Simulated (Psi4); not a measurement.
# BH2O2F (SMILES OB(O)F): HF/def2-SVPD

Aim: the vertical electron affinity of BH2O2F at HF/def2-SVPD, from 2 runs. 

The calculation is run with Psi4 1.11.

3 further runs of the same task are left out: 3 set aside as unsound or not needed.

### Step 1. The system as given

BH2O2F has 6 atoms, charge 0, and is taken as a singlet. SMILES: `OB(O)F`. The shape is that of a PBE0-D4/def2-TZVP optimisation. This is one conformer, not always the lowest.

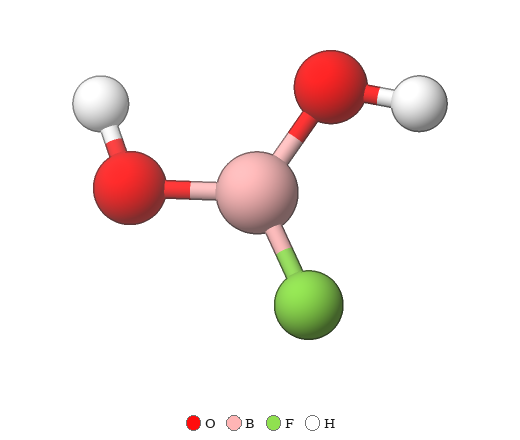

Viewed from a chosen angle; oxygen red, boron pink, fluorine green, hydrogen white.

### Step 2. A single-point energy at HF/def2-SVPD

Input file bfh2o2.py:

```python
import psi4

psi4.set_memory('1600 MB')
psi4.set_num_threads(1)
psi4.core.set_output_file('psi4.out', False)

mol = psi4.geometry("""
0 1
O
B 1 1.360437
O 2 1.351734 1 121.59678
F 2 1.332947 3 117.8858 1 -179.99406
H 1 0.959798 2 113.11772 4 -0.00602
H 3 0.959747 2 112.46533 4 -179.99764
symmetry c1
no_reorient
no_com
""")

psi4.set_options(dict(basis='def2-SVPD', puream=True, e_convergence=1e-09, d_convergence=1e-08, scf_type='pk'))

e, wfn = psi4.energy("hf", return_wfn=True)
psi4.oeprop(wfn, "DIPOLE", "MAYER_INDICES", "MULLIKEN_CHARGES", title="HF")
print('E =', round(e, 9))
```

Command:

```bash
python bfh2o2.py
```

psi4.out:

```text
[...]
  Running in c1 symmetry.
[...]
  Nuclear repulsion =  114.498547237783981
[...]
  Multiplicity = 1
[...]
  Nalpha       = 16
  Nbeta        = 16
[...]
    Number of basis functions: 105
[...]
   @RHF iter   1:  -274.85988429631766   -8.89837e-01   5.80458e-03 ADIIS/DIIS
[...]
   @RHF iter  11:  -275.00116451823942   -3.80851e-12   4.99162e-09 DIIS
[...]
    Orbital Energies [Eh]
    ---------------------
    Doubly Occupied:
       1A    -26.300486     2A    -20.593376     3A    -20.585532
       4A     -7.717991     5A     -1.595852     6A     -1.389126
       7A     -1.355932     8A     -0.811520     9A     -0.777519
      10A     -0.750171    11A     -0.693127    12A     -0.664628
      13A     -0.593044    14A     -0.584945    15A     -0.579383
      16A     -0.527911
[...]
  @RHF Final Energy:  -275.00116451823942
   => Energetics <=
    Nuclear Repulsion Energy =            114.4985472377839812
    One-Electron Energy =                -607.9583373025461697
    Two-Electron Energy =                 218.4586255465227396
    Total Energy =                       -275.0011645182394204
[...]
 Multipole Moments:
 ------------------------------------------------------------------------------------
     Multipole            Electronic (a.u.)      Nuclear  (a.u.)        Total (a.u.)
 ------------------------------------------------------------------------------------
 L = 1.  Multiply by 2.5417464519 to convert [e a0] to [Debye]
 Dipole X            :          0.0000429           -0.0001657           -0.0001228
 Dipole Y            :          1.9575135           -2.0686267           -0.1111132
 Dipole Z            :          1.3535645           -2.1342660           -0.7807016
 Magnitude           :                                                    0.7885690
[...]
  Mulliken Charges: (a.u.)
   Center  Symbol    Alpha    Beta     Spin     Total
       1     O     4.31319  4.31319  0.00000 -0.62639
       2     B     1.83359  1.83359  0.00000  1.33281
       3     O     4.35109  4.35109  0.00000 -0.70218
       4     F     4.72403  4.72403  0.00000 -0.44805
       5     H     0.40349  0.40349  0.00000  0.19301
       6     H     0.37460  0.37460  0.00000  0.25079
   Total alpha = 16.00000, Total beta = 16.00000, Total charge = -0.00000
  Mayer Bond Indices:
[...]
```

The script printed:

```text
E = -275.001164518
```

Run time: 3.9 s. Hardware: 1 thread of Intel Xeon Platinum 8375C at 2.90GHz (Ice Lake), shared host; peak memory 0.41 GiB.

### Step 3. The doublet anion: energy and gradient at UHF/def2-SVPD

Input file job.dat:

```
memory 1.6 GB

molecule mol {
  -1 2
  O     -0.477500     0.971000    -0.208400
  B     -0.023800    -0.307500    -0.106500
  O      0.989400    -0.635200     0.726100
  F     -0.573100    -1.280600    -0.833200
  H     -1.198900     1.066100    -0.834300
  H      1.326000     0.122200     1.210000
  symmetry c1
  no_reorient
  no_com
}

set {
  reference     uhf
  puream        true
  e_convergence 1e-09
  d_convergence 1e-08
  scf_type      pk
  maxiter       200
}

result, w = gradient('hf/def2-SVPD', return_wfn=True)
oeprop(w, 'WIBERG_LOWDIN_INDICES', 'QUADRUPOLE', 'MULLIKEN_CHARGES')
```

Command:

```bash
psi4 -i job.dat -o job.out -n 1
```

job.out (excerpt; [...] marks lines left out):

```text
[...]
  Running in c1 symmetry.
[...]
  Nuclear repulsion =  114.498553170056496
[...]
  Multiplicity = 2
[...]
  Nalpha       = 17
  Nbeta        = 16
[...]
    Number of basis functions: 105
[...]
   @UHF iter   1:  -274.75497481751842   -7.84927e-01   6.20895e-03 ADIIS/DIIS
[...]
   @UHF iter  16:  -274.94658286603573   -2.89901e-12   5.37800e-09 DIIS
[...]
   @S^2 Observed:                7.505451413E-01
[...]
  @UHF Final Energy:  -274.94658286603573
   => Energetics <=
    Nuclear Repulsion Energy =            114.4985531700564962
    One-Electron Energy =                -613.1565417556621469
    Two-Electron Energy =                 223.7114057195699388
    Total Energy =                       -274.9465828660357261
  UHF NO Occupations:
  HONO-2 :   15  A 1.9999167
  HONO-1 :   16  A 1.9998935
[...]
  -Total Gradient:
     Atom            X                  Y                   Z
    ------   -----------------  -----------------  -----------------
       1        0.010240914197     0.010608041795     0.011752829426
       2       -0.007330821428    -0.013038169466    -0.009727281478
       3        0.004870509730    -0.010554513682     0.001858431899
       4       -0.000963501887    -0.000654456580    -0.001018025726
       5       -0.010842593336     0.001580998668    -0.009371141255
       6        0.004025492723     0.012058099266     0.006505187133
[...]
 Multipole Moments:
 ------------------------------------------------------------------------------------
     Multipole            Electronic (a.u.)      Nuclear  (a.u.)        Total (a.u.)
 ------------------------------------------------------------------------------------
 L = 1.  Multiply by 2.5417464519 to convert [e a0] to [Debye]
 Dipole X            :          1.5599906           -1.9929052           -0.4329145
 Dipole Y            :         17.8033976          -17.3631816            0.4402161
 Dipole Z            :          6.3784248           -6.6404976           -0.2620728
 Magnitude           :                                                    0.6707364
 L = 2.  Multiply by 1.3450342976 to convert [e a0^2] to [Debye ang]
 Quadrupole XX       :        -86.4741607           56.4578592          -30.0163015
 Quadrupole XY       :         11.0984718          -11.4676387           -0.3691669
[...]
  Mulliken Charges: (a.u.)
   Center  Symbol    Alpha    Beta     Spin     Total
[...]
```

Run time: 10 s. Hardware: 1 thread of Intel Xeon Platinum 8375C at 2.90GHz (Ice Lake), shared host; peak memory 0.42 GiB.

### Step 4. Results

At HF/def2-SVPD:

| quantity | value |
| --- | --- |
| singlet BH2O2F: total energy | -275.00116 Eh |
| singlet BH2O2F: dipole moment | 2.00 D |
| singlet BH2O2F: HOMO energy | -14.37 eV |
| singlet BH2O2F: LUMO energy | 1.50 eV |
| singlet BH2O2F: HOMO–LUMO gap | 15.87 eV |
| doublet anion: total energy | -274.94658 Eh |
| doublet anion: HOMO energy (highest over α and β) | 1.46 eV |
| doublet anion: LUMO energy (lowest over α and β) | 5.38 eV |
| doublet anion: ⟨S²⟩ | 0.751 |
| doublet anion: largest force on an atom | 0.970 eV/Å |
| vertical electron affinity (to the doublet anion) | -1.485 eV |

**Reading.** The anion lies 1.49 eV (143 kJ/mol) above the neutral: the electron isn't bound at this level, and such a value depends on the basis. Hartree–Fock misses the correlation that binds many anions. Mulliken charges (singlet BH2O2F) run from -0.70 on O3 to +1.33 on B2; in a basis this large or diffuse they mean little. Mulliken charges (doublet anion) run from -2.91 on B2 to +1.38 on O1; in a basis this large or diffuse they mean little. The HOMO (doublet anion) lies at positive energy, 1.46 eV: the electron is unbound at this level or held by a compact basis; values depend on the basis.
